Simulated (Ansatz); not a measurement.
**CH₅BF₂OSi: a ladder of functionals and wavefunction methods**

How much do the methods differ for CH₅BF₂OSi? The plan is to run it at one geometry with functionals of several rungs and with coupled cluster, and see how far each lands from CCSD(T) at the basis-set limit for the atomisation energy.

Program: Ansatz 0.2.0, Gaussian basis. Level of theory: functionals in def2-TZVPP, the program's frozen cores in correlated methods. These are calculated values, not measurements.

Levels to be run: PBE-D4, r2SCAN-D4, PBE0-D4, B3LYP-D4, ωB97X-V, ωB97M-V, B2PLYP; CCSD(T)/def2-TZVPP; MP2/def2-QZVPP; extrapolation to the limit.

### 1 The relaxed structure

The geometry comes from an earlier relaxation with PBE0-D4 in a triple-zeta def2 set; it is a stationary point, not always the lowest conformer.

11 atoms, charge 0, spin multiplicity 1.

Atoms are counted from 1 here; the program's logs count them from 0.

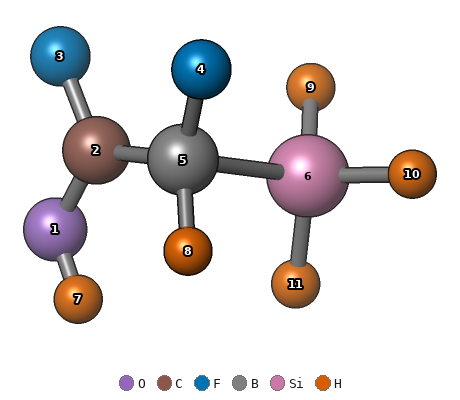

The structure; oxygen purple, carbon brown, fluorine blue, boron grey, silicon pink, hydrogen orange; atoms are numbered from 1 in the order of the file.

As a file:

```xyz
11
charge 0, multiplicity 1
O     0.7993   -0.1771   -1.8481
C     0.4083   -0.8989   -0.8316
F    -0.3406   -1.8711   -1.2623
F     0.3322   -1.6104    1.5484
B     0.6239   -0.6138    0.6482
Si   -0.9265    0.8466    0.5905
H     1.4058    0.5048   -1.5271
H     1.5674    0.1196    0.8565
H    -2.2312    0.3765    0.0517
H    -1.0984    1.2504    2.0102
H    -0.4746    2.0162   -0.2157
```

### 2 PBE-D4 (GGA)

in.yaml reads:

```yaml
crystal:
  periodic: [false, false, false]
  atoms:
    - {symbol: O, position_ang: [0.799324, -0.177087, -1.848119]}
    - {symbol: C, position_ang: [0.408272, -0.898880, -0.831635]}
    - {symbol: F, position_ang: [-0.340554, -1.871096, -1.262276]}
    - {symbol: F, position_ang: [0.332166, -1.610427, 1.548435]}
    - {symbol: B, position_ang: [0.623869, -0.613827, 0.648185]}
    - {symbol: Si, position_ang: [-0.926532, 0.846639, 0.590491]}
    - {symbol: H, position_ang: [1.405775, 0.504839, -1.527103]}
    - {symbol: H, position_ang: [1.567430, 0.119609, 0.856475]}
    - {symbol: H, position_ang: [-2.231246, 0.376537, 0.051667]}
    - {symbol: H, position_ang: [-1.098425, 1.250402, 2.010181]}
    - {symbol: H, position_ang: [-0.474579, 2.016191, -0.215702]}
basis:
  gaussian: {orbitals: def2-TZVPP}
hamiltonian: {xc: pbe, dispersion: d4}
output: {forces: true, orbitals: {seedname: orbitals}}
```

The run is started by

```
$ ansatz run in.yaml --threads 4 --pin off --events-out ev --progress --plain --max-ram 10444MiB
```

Standard output (excerpt; [...] marks lines left out):

```text
Functional definition: PBE
  name "PBE"
  cite "Perdew, Burke & Ernzerhof, Phys. Rev. Lett. 77, 3865 (1996) doi:10.1103/PhysRevLett.77.3865"
  parent pbe
[...]
1395 factors; their error is unknown
[...]
mean field -17143.86609940 eV, -630.0254586230 hartree, gradient 2.2e-5 eV, S^2 0.000000; 0 other end points of the search recorded, 0 dependent functions left out
[...]
reference -17143.86614397 eV, -630.0254602609 hartree; 28, 28 occupied and 239, 239 virtual orbitals, 1395 factors
Total energy: -17144.09785521 eV, -630.0339754922 hartree
Atom 0 at     0.799324    -0.177087    -1.848119 Å, force     0.031833     0.202207    -0.893045 eV/Å
Atom 1 at     0.408272    -0.898880    -0.831635 Å, force     0.232004     0.180326     0.691679 eV/Å
Atom 2 at    -0.340554    -1.871096    -1.262276 Å, force    -0.547003    -0.748411    -0.296608 eV/Å
Atom 3 at     0.332166    -1.610427     1.548435 Å, force    -0.096990    -0.333160     0.355378 eV/Å
Atom 4 at     0.623869    -0.613827     0.648185 Å, force     0.050902     0.198511    -0.112363 eV/Å
Atom 5 at    -0.926532     0.846639     0.590491 Å, force     0.067315    -0.038005     0.043503 eV/Å
Atom 6 at     1.405775     0.504839    -1.527103 Å, force     0.276022     0.312542     0.153430 eV/Å
Atom 7 at     1.567430     0.119609     0.856475 Å, force     0.111718     0.101706     0.039606 eV/Å
Atom 8 at    -2.231246     0.376537     0.051667 Å, force    -0.131960    -0.053667    -0.055206 eV/Å
Atom 9 at    -1.098425     1.250402     2.010181 Å, force    -0.036450     0.060884     0.155603 eV/Å
Atom 10 at    -0.474579     2.016191    -0.215702 Å, force     0.042610     0.117067    -0.081978 eV/Å
Dipole moment:     0.239803     0.382871    -0.432328 e Å
```

Wall time 3 s (4 threads of Arm Neoverse V1, shared host); peak memory 0.36 GiB.

With the free atoms at this level, -17101.674 eV in sum, the atomisation energy is 4093.2 kJ/mol. HOMO -6.25 eV, LUMO -2.76 eV.

### 3 r2SCAN-D4 (meta-GGA)

Changes to in.yaml since step 2:

```diff
@@ -16,3 +16,3 @@
   gaussian: {orbitals: def2-TZVPP}
-hamiltonian: {xc: pbe, dispersion: d4}
+hamiltonian: {xc: r2scan, dispersion: d4}
 output: {forces: true, orbitals: {seedname: orbitals}}
```

Launched as before.

Standard output (excerpt; [...] marks lines left out):

```text
Functional definition: r2SCAN
  name "r2SCAN"
  cite "Furness, Kaplan, Ning, Perdew & Sun, J. Phys. Chem. Lett. 11, 8208 (2020) doi:10.1021/acs.jpclett.0c02405"
  cite "Furness, Kaplan, Ning, Perdew & Sun, J. Phys. Chem. Lett. 11, 9248 (2020) doi:10.1021/acs.jpclett.0c03077"
  parent r2scan
[...]
1395 factors; their error is unknown
[...]
mean field -17152.75236481 eV, -630.3520228535 hartree, gradient 1.7e-5 eV, S^2 0.000000; 0 other end points of the search recorded, 0 dependent functions left out
[...]
reference -17152.75237783 eV, -630.3520233321 hartree; 28, 28 occupied and 239, 239 virtual orbitals, 1395 factors
Total energy: -17152.80938978 eV, -630.3541184827 hartree
Atom 0 at     0.799324    -0.177087    -1.848119 Å, force     0.089332     0.212048    -0.409974 eV/Å
Atom 1 at     0.408272    -0.898880    -0.831635 Å, force     0.193066     0.069602     0.421006 eV/Å
Atom 2 at    -0.340554    -1.871096    -1.262276 Å, force    -0.267734    -0.332028    -0.149721 eV/Å
Atom 3 at     0.332166    -1.610427     1.548435 Å, force    -0.039825    -0.083748     0.079225 eV/Å
Atom 4 at     0.623869    -0.613827     0.648185 Å, force     0.037521     0.100494    -0.010892 eV/Å
Atom 5 at    -0.926532     0.846639     0.590491 Å, force    -0.024477     0.042309     0.035883 eV/Å
Atom 6 at     1.405775     0.504839    -1.527103 Å, force     0.011776     0.018649     0.026059 eV/Å
Atom 7 at     1.567430     0.119609     0.856475 Å, force     0.002078    -0.012745     0.005124 eV/Å
Atom 8 at    -2.231246     0.376537     0.051667 Å, force     0.021774     0.004705     0.007107 eV/Å
Atom 9 at    -1.098425     1.250402     2.010181 Å, force    -0.012356     0.005011    -0.017509 eV/Å
Atom 10 at    -0.474579     2.016191    -0.215702 Å, force    -0.011154    -0.024297     0.013691 eV/Å
Dipole moment:     0.247279     0.397055    -0.436081 e Å
```

Wall time 6 s (4 threads of Arm Neoverse V1, shared host); peak memory 0.39 GiB.

With the free atoms at this level, -17111.185 eV in sum, the atomisation energy is 4016.1 kJ/mol. HOMO -6.48 eV, LUMO -2.60 eV.

### 4 PBE0-D4 (hybrid)

Changes to in.yaml since step 3:

```diff
@@ -16,3 +16,3 @@
   gaussian: {orbitals: def2-TZVPP}
-hamiltonian: {xc: r2scan, dispersion: d4}
-output: {forces: true, orbitals: {seedname: orbitals}}
+hamiltonian: {xc: pbe0, dispersion: d4}
+output: {orbitals: {seedname: orbitals}}
```

Launched as before.

Standard output:

```text
Functional definition: PBE0
  name "PBE0"
  cite "Adamo & Barone, J. Chem. Phys. 110, 6158 (1999) doi:10.1063/1.478522"
  cite "Perdew, Burke & Ernzerhof, Phys. Rev. Lett. 77, 3865 (1996) doi:10.1103/PhysRevLett.77.3865"
  parent pbe
  parameter a = 0.25
  parameter kappa = 0.804
  parameter beta = 0.06672455060314922
  exchange = (1 - a)*pbe_x(kappa = kappa, mu = beta*pi^2/3) + a*exact_x
  correlation = pbe_c(beta = beta)
1398 factors; their error is unknown
mean field evaluation 1: about -17141.0007 eV, gradient 4.7e1 eV
mean field evaluation 2: about -17139.5178 eV, gradient 5.8e1 eV
mean field evaluation 4: about -17144.6884 eV, gradient 2.0e0 eV
mean field evaluation 8: about -17144.6953 eV, gradient 2.9e-2 eV
mean field evaluation 16: about -17144.7381 eV, gradient 1.2e-4 eV
mean field -17144.73808346 eV, -630.0575034463 hartree, gradient 2.4e-5 eV, S^2 0.000000; 0 other end points of the search recorded, 0 dependent functions left out
reference -17144.73811626 eV, -630.0575046518 hartree; 28, 28 occupied and 239, 239 virtual orbitals, 1398 factors
Total energy: -17144.93341098 eV, -630.0646816002 hartree
```

Run time: 3.5 s. Hardware: 4 threads of Arm Neoverse V1, shared host; peak memory 0.69 GiB.

Atomisation energy: 3978.7 kJ/mol (free atoms -17103.697 eV, run apart). HOMO -7.40 eV, LUMO -1.90 eV.

### 5 B3LYP-D4 (hybrid)

B3LYP here takes the VWN-RPA correlation.

Changes to in.yaml since step 4:

```diff
@@ -16,3 +16,3 @@
   gaussian: {orbitals: def2-TZVPP}
-hamiltonian: {xc: pbe0, dispersion: d4}
-output: {orbitals: {seedname: orbitals}}
+hamiltonian: {xc: {name: B3LYP}, dispersion: d4}
+output: {forces: true, orbitals: {seedname: orbitals}}
```

Same command.

Standard output (excerpt; [...] marks lines left out):

```text
Functional definition: B3LYP
  name "B3LYP"
  cite "Stephens, Devlin, Chabalowski & Frisch, J. Phys. Chem. 98, 11623 (1994) doi:10.1021/j100096a001"
  cite "Becke, Phys. Rev. A 38, 3098 (1988) doi:10.1103/PhysRevA.38.3098"
  cite "Lee, Yang & Parr, Phys. Rev. B 37, 785 (1988) doi:10.1103/PhysRevB.37.785"
  cite "Vosko, Wilk & Nusair, Can. J. Phys. 58, 1200 (1980) doi:10.1139/p80-159"
[...]
1398 factors; their error is unknown
[...]
mean field -17158.45002942 eV, -630.5614081661 hartree, gradient 1.1e-5 eV, S^2 0.000000; 0 other end points of the search recorded, 0 dependent functions left out
[...]
reference -17158.45030270 eV, -630.5614182089 hartree; 28, 28 occupied and 239, 239 virtual orbitals, 1398 factors
Total energy: -17158.82354936 eV, -630.5751347708 hartree
Atom 0 at     0.799324    -0.177087    -1.848119 Å, force     0.123913     0.216273    -0.218054 eV/Å
Atom 1 at     0.408272    -0.898880    -0.831635 Å, force     0.200897     0.013842     0.327889 eV/Å
Atom 2 at    -0.340554    -1.871096    -1.262276 Å, force    -0.270522    -0.334763    -0.124029 eV/Å
Atom 3 at     0.332166    -1.610427     1.548435 Å, force    -0.034807    -0.142618     0.134498 eV/Å
Atom 4 at     0.623869    -0.613827     0.648185 Å, force     0.165713     0.186091    -0.134143 eV/Å
Atom 5 at    -0.926532     0.846639     0.590491 Å, force    -0.187611     0.183117     0.081896 eV/Å
Atom 6 at     1.405775     0.504839    -1.527103 Å, force     0.024838     0.031256    -0.062831 eV/Å
Atom 7 at     1.567430     0.119609     0.856475 Å, force    -0.074276    -0.093172    -0.001599 eV/Å
Atom 8 at    -2.231246     0.376537     0.051667 Å, force     0.080398     0.028062     0.033079 eV/Å
Atom 9 at    -1.098425     1.250402     2.010181 Å, force    -0.001969    -0.013386    -0.084653 eV/Å
Atom 10 at    -0.474579     2.016191    -0.215702 Å, force    -0.026575    -0.074702     0.047947 eV/Å
Dipole moment:     0.251968     0.410041    -0.434730 e Å
```

Wall time 5.5 s (4 threads of Arm Neoverse V1, shared host); peak memory 0.78 GiB.

Atomisation energy: 3970.6 kJ/mol (free atoms -17117.671 eV, run apart). HOMO -7.23 eV, LUMO -2.15 eV.

### 6 ωB97X-V (range-separated)

Changes to in.yaml since step 5:

```diff
@@ -16,3 +16,3 @@
   gaussian: {orbitals: def2-TZVPP}
-hamiltonian: {xc: {name: B3LYP}, dispersion: d4}
-output: {forces: true, orbitals: {seedname: orbitals}}
+hamiltonian: {xc: {name: wB97X-V}}
+output: {orbitals: {seedname: orbitals}}
```

Same command.

Standard output (excerpt; [...] marks lines left out):

```text
Functional definition: wB97X-V
  name "wB97X-V"
  cite "Mardirossian & Head-Gordon, Phys. Chem. Chem. Phys. 16, 9904 (2014) doi:10.1039/C3CP54374A"
  cite "Becke, J. Chem. Phys. 107, 8554 (1997) doi:10.1063/1.475007"
  cite "Vydrov & Van Voorhis, J. Chem. Phys. 133, 244103 (2010) doi:10.1063/1.3521275"
[...]
      + integral(e_c_pw_opposite_spin*poly(b97_u_opposite, cos0, cos1)) + vv10(b, c)
1398 factors; their error is unknown
323 factors; integrals over basis functions are off by at most 1.1e-5 eV
[...]
mean field -17153.34643376 eV, -630.3738544847 hartree, gradient 6.0e-5 eV, S^2 0.000000; 0 other end points of the search recorded, 0 dependent functions left out
reference -17153.34643159 eV, -630.3738544050 hartree; 28, 28 occupied and 239, 239 virtual orbitals, 1398 factors
Total energy: -17153.34643159 eV, -630.3738544050 hartree
```

Run time: 9 s. Hardware: 4 threads of Arm Neoverse V1, shared host; peak memory 0.85 GiB.

With the free atoms at this level, -17112.071 eV in sum, the atomisation energy is 3982.4 kJ/mol. HOMO -9.56 eV, LUMO 0.25 eV.

### 7 ωB97M-V (range-separated)

Changes to in.yaml since step 6:

```diff
@@ -16,3 +16,3 @@
   gaussian: {orbitals: def2-TZVPP}
-hamiltonian: {xc: {name: wB97X-V}}
-output: {orbitals: {seedname: orbitals}}
+hamiltonian: {xc: {name: wB97M-V}}
+output: {forces: true, orbitals: {seedname: orbitals}}
```

Same command.

Standard output (excerpt; [...] marks lines left out):

```text
Functional definition: wB97M-V
  name "wB97M-V"
  cite "Mardirossian & Head-Gordon, J. Chem. Phys. 144, 214110 (2016) doi:10.1063/1.4952647"
  cite "Becke, J. Chem. Phys. 107, 8554 (1997) doi:10.1063/1.475007"
  cite "Vydrov & Van Voorhis, J. Chem. Phys. 133, 244103 (2010) doi:10.1063/1.3521275"
  # Of w^i u^j: cxij and so on, Table III.
[...]
  gx(w, u) = 1 - cx + cx01*u + cx10*w
  gss(w, u) = css00 + css04*u^4 + css10*w + css20*w^2 + css43*w^4*u^3
  gos(w, u) = cos00 + cos10*w + (cos20 + cos21*u)*w^2 + (cos60 + cos61*u)*w^6
[...]
      + integral(e_c_pw_mod_opposite_spin*gos(b97_w_opposite, b97_u_opposite)) + vv10(b, c)
1398 factors; their error is unknown
323 factors; integrals over basis functions are off by at most 1.1e-5 eV
[...]
Atom 1 at     0.408272    -0.898880    -0.831635 Å, force     0.106625     0.041965     0.187191 eV/Å
Atom 2 at    -0.340554    -1.871096    -1.262276 Å, force    -0.138619    -0.145104    -0.062890 eV/Å
Atom 3 at     0.332166    -1.610427     1.548435 Å, force    -0.068320    -0.208418     0.147583 eV/Å
Atom 4 at     0.623869    -0.613827     0.648185 Å, force     0.116270     0.337815    -0.091590 eV/Å
Atom 5 at    -0.926532     0.846639     0.590491 Å, force    -0.077841     0.058594     0.035818 eV/Å
Atom 6 at     1.405775     0.504839    -1.527103 Å, force    -0.026319    -0.028090    -0.023825 eV/Å
Atom 7 at     1.567430     0.119609     0.856475 Å, force    -0.078246    -0.080788    -0.048935 eV/Å
Atom 8 at    -2.231246     0.376537     0.051667 Å, force     0.135977     0.051163     0.049461 eV/Å
Atom 9 at    -1.098425     1.250402     2.010181 Å, force     0.014487    -0.042028    -0.174891 eV/Å
Atom 10 at    -0.474579     2.016191    -0.215702 Å, force    -0.042621    -0.121723     0.073510 eV/Å
Dipole moment:     0.256167     0.390892    -0.452804 e Å
```

It took 13 s on 4 threads of Arm Neoverse V1, shared host; peak memory 1 GiB.

Atomisation energy: 3987.2 kJ/mol (free atoms -17112.881 eV, run apart). HOMO -9.42 eV, LUMO 0.14 eV.

### 8 B2PLYP (double hybrid)

Changes to in.yaml since step 7:

```diff
@@ -16,3 +16,2 @@
   gaussian: {orbitals: def2-TZVPP}
-hamiltonian: {xc: {name: wB97M-V}}
-output: {forces: true, orbitals: {seedname: orbitals}}
+hamiltonian: {xc: {name: B2PLYP}}
```

Launched as before.

Standard output (excerpt; [...] marks lines left out):

```text
Functional definition: B2PLYP
  name "B2PLYP"
  cite "Grimme, J. Chem. Phys. 124, 034108 (2006) doi:10.1063/1.2148954"
  cite "Becke, Phys. Rev. A 38, 3098 (1988) doi:10.1103/PhysRevA.38.3098"
  cite "Lee, Yang & Parr, Phys. Rev. B 37, 785 (1988) doi:10.1103/PhysRevB.37.785"
[...]
1639 factors; integrals over basis functions are off by at most 1.4e-3 eV
[...]
mean field -17138.38633794 eV, -629.8240811040 hartree, gradient 2.9e-6 eV, S^2 0.000000; 0 other end points of the search recorded, 0 dependent functions left out
10 core orbitals not correlated: weight in the atoms' cores, before any rotation towards them, 1.000 or more for the frozen orbitals, at most 0.000 for the correlated occupied ones
reference -17138.38650937 eV, -629.8240874037 hartree; 18, 18 occupied and 239, 239 virtual orbitals, 1639 factors
second order -37.17501310 eV of doubles, -0.00000000 eV of singles
Total energy: -17148.42376291 eV, -630.1929496677 hartree
```

It took 7 s on 4 threads of Arm Neoverse V1, shared host; peak memory 0.76 GiB.

Atomisation energy: 3925.2 kJ/mol (free atoms -17107.742 eV, run apart).

### 9 Orbital energies across the functionals

Dipoles come from the runs that computed forces. Levels are read from the orbital files that the runs wrote:

```csv
functional,HOMO (eV),LUMO (eV),gap (eV),dipole (D)
PBE-D4,-6.25,-2.76,3.49,3.00
r2SCAN-D4,-6.48,-2.60,3.88,3.07
PBE0-D4,-7.40,-1.90,5.50,
B3LYP-D4,-7.23,-2.15,5.08,3.12
ωB97X-V,-9.56,0.25,9.80,
ωB97M-V,-9.42,0.14,9.56,3.13
```

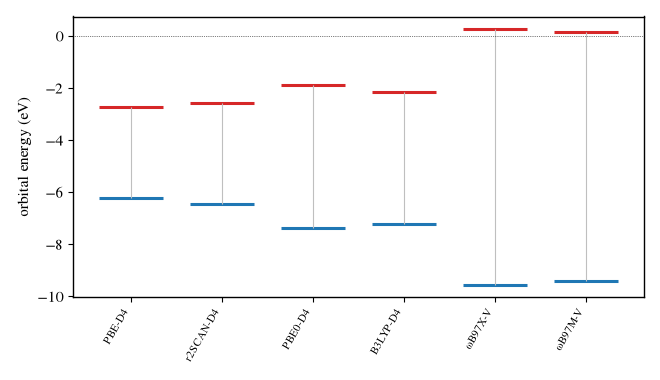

Highest occupied (blue) and lowest empty (red) level by functional.

### 10 CCSD(T) in def2-TZVPP

Changes to in.yaml since step 8:

```diff
@@ -16,2 +16,2 @@
   gaussian: {orbitals: def2-TZVPP}
-hamiltonian: {xc: {name: B2PLYP}}
+correlation: {method: ccsd_t}
```

The command is unchanged.

Standard output (excerpt; [...] marks lines left out):

```text
Functional definition: HF
  name "HF"
  cite "Fock, Z. Phys. 61, 126 (1930) doi:10.1007/BF01340294"
  parent pbe
[...]
1639 factors; integrals over basis functions are off by at most 1.4e-3 eV
[...]
mean field -17096.60994349 eV, -628.2888269249 hartree, gradient 5.9e-6 eV, S^2 0.000000; 0 other end points of the search recorded, 0 dependent functions left out
10 core orbitals not correlated: weight in the atoms' cores, before any rotation towards them, 1.000 or more for the frozen orbitals, at most 0.000 for the correlated occupied ones
reference -17096.60994349 eV, -628.2888269249 hartree; 18, 18 occupied and 239, 239 virtual orbitals, 1639 factors
second order -30.84728745 eV of doubles, -0.00000000 eV of singles
cycle   1  -30.88797490 eV  change   -4.1e-2 eV  update   1.3e-1
[...]
cycle  12  -31.79226125 eV  change   -1.9e-5 eV  update   7.7e-6
perturbative correction -1.17842688 eV, -0.0433063891 hartree
Total energy: -17129.58063162 eV, -629.5004773653 hartree
```

Wall time 5.4 min (4 threads of Arm Neoverse V1, shared host); peak memory 7.2 GiB.

### 11 MP2 in def2-QZVPP

Changes to in.yaml since step 10:

```diff
@@ -15,3 +15,3 @@
 basis:
-  gaussian: {orbitals: def2-TZVPP}
-correlation: {method: ccsd_t}
+  gaussian: {orbitals: "def2-QZVPP.json"}
+correlation: {method: mp2}
```

The command is unchanged.

Standard output:

```text
Functional definition: HF
  name "HF"
  cite "Fock, Z. Phys. 61, 126 (1930) doi:10.1007/BF01340294"
  parent pbe
  exchange = exact_x
  correlation = 0
3076 factors; integrals over basis functions are off by at most 1.0e-3 eV
mean field evaluation 1: about -17093.3381 eV, gradient 4.1e1 eV
mean field evaluation 2: about -17093.4969 eV, gradient 4.1e1 eV
mean field evaluation 4: about -17097.1837 eV, gradient 4.5e0 eV
mean field evaluation 8: about -17097.2592 eV, gradient 2.7e-1 eV
mean field -17097.25963175 eV, -628.3127025281 hartree, gradient 1.1e-6 eV, S^2 0.000000; 0 other end points of the search recorded, 0 dependent functions left out
10 core orbitals not correlated: weight in the atoms' cores, before any rotation towards them, 1.000 or more for the frozen orbitals, at most 0.000 for the correlated occupied ones
reference -17097.25963175 eV, -628.3127025281 hartree; 18, 18 occupied and 477, 477 virtual orbitals, 3076 factors
second order -33.40639453 eV of doubles, -0.00000000 eV of singles
Total energy: -17130.66602628 eV, -629.5403648833 hartree
```

Run time: 29 s. Hardware: 4 threads of Arm Neoverse V1, shared host; peak memory 3.5 GiB.

The pieces so far (eV):

```csv
basis,HF,MP2 correlation,CCSD correlation,(T),total
def2-TZVPP,-17096.6099,-30.8473,-31.7923,-1.1784,-17129.5806
def2-QZVPP,-17097.2596,-33.4064,,,-17130.6660 (MP2)
```

The report of the def2-TZVPP run gives T1 = 0.0152.

### 12 From triple and quadruple zeta to the limit

This step is arithmetic on the last runs, with X = 3 and 4: exp(−7.88√X) for Hartree-Fock, X^−2.97 for correlation; only MP2 was run in the larger set, so CCSD(T) minus MP2 is added from the smaller one.

```csv
level,energy at the limit (eV)
HF,-17097.3491
MP2,-17132.6511
CCSD,-17133.5961
CCSD(T),-17134.7745
```

### 13 Atomisation energies

Free atoms (1 O, 1 C, 2 F, 1 B, 1 Si, 5 H) were run apart at each level; the atomisation energy is their sum less the molecule, without zero-point or spin-orbit terms.

Differences are taken before rounding.

```csv
method,rung,"atoms, summed (eV)",atomisation energy (kJ/mol),from CCSD(T)/CBS (kJ/mol),time
PBE-D4,GGA,-17101.674,4093.2,+135.8,3 s
r2SCAN-D4,meta-GGA,-17111.185,4016.1,+58.7,6 s
PBE0-D4,hybrid,-17103.697,3978.7,+21.3,3.5 s
B3LYP-D4,hybrid,-17117.671,3970.6,+13.1,5.5 s
ωB97X-V,range-separated,-17112.071,3982.4,+25.0,9 s
ωB97M-V,range-separated,-17112.881,3987.2,+29.8,13 s
B2PLYP,double hybrid,-17107.742,3925.2,-32.3,7 s
HF/def2-TZVPP,wavefunction,-17067.360,2822.2,-1135.3,
MP2/def2-TZVPP,wavefunction,-17086.487,3953.0,-4.5,
CCSD/def2-TZVPP,wavefunction,-17089.213,3781.2,-176.3,
CCSD(T)/def2-TZVPP,wavefunction,-17089.636,3854.1,-103.4,5.4 min
MP2/CBS,wavefunction,-17090.609,4056.4,+99.0,
CCSD(T)/CBS,wavefunction,-17093.758,3957.5,0,5.9 min
```

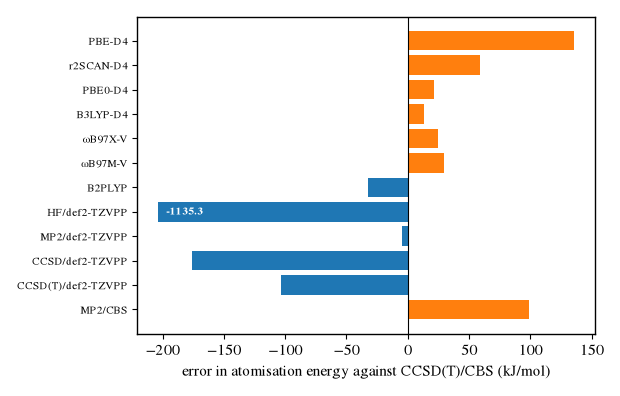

How far each level lands from CCSD(T)/CBS. Bars with a number in them are cut short.

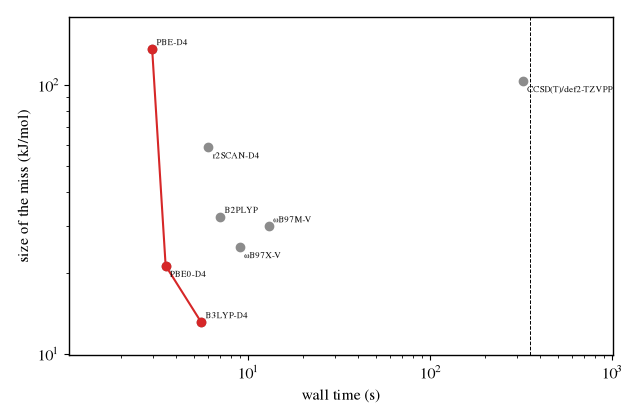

Miss against cost. Red marks the levels that no quicker level drawn beats (of those quicker than the yardstick), and the dashed line is the time of CCSD(T)/CBS. Times are from a shared host.

B2PLYP carry no dispersion term (for B3LYP, D4 adds 36.0 kJ/mol).

Times are those of the molecule's run; HF, MP2 and CCSD come out of the CCSD(T) runs, and the limit's time is the sum of the runs that it needs.

### 14 Outcome

| quantity | value |
| --- | --- |
| atomisation energy, CCSD(T)/CBS | 3957.5 kJ/mol |
| functionals within 19.8 kJ/mol (0.5 %) | B3LYP-D4 |
| farthest | PBE-D4 (+135.8 kJ/mol) |
| mean size of error, hybrid | 17.2 kJ/mol |
| mean size of error, range-separated | 27.4 kJ/mol |
| gap, smallest and largest | 3.49 eV (PBE-D4), 9.80 eV (ωB97X-V) |
| T1 diagnostic | 0.0152 |
| triples share of the correlation energy | 3.6 % |

In words: PBE-D4 is off by +135.8 kJ/mol. Double hybrids carry the basis error of their MP2 part in triple zeta, and no dispersion term here, so their miss is partly the set-up's. Misses under about 19.8 kJ/mol are within the doubt on the reference itself, which lacks core-valence correlation, relativity and higher excitations. Hartree-Fock recovers 71 % of the binding; the rest is correlation. The gap grows from 3.5 to 9.8 eV across the functionals, mostly with the share of exact exchange.

For cost: B3LYP-D4 gets within 13.1 kJ/mol in 5.5 s, where CCSD(T)/CBS took 5.9 min; the quickest level in the cost chart, PBE-D4, takes 3 s and misses by 135.8 kJ/mol.
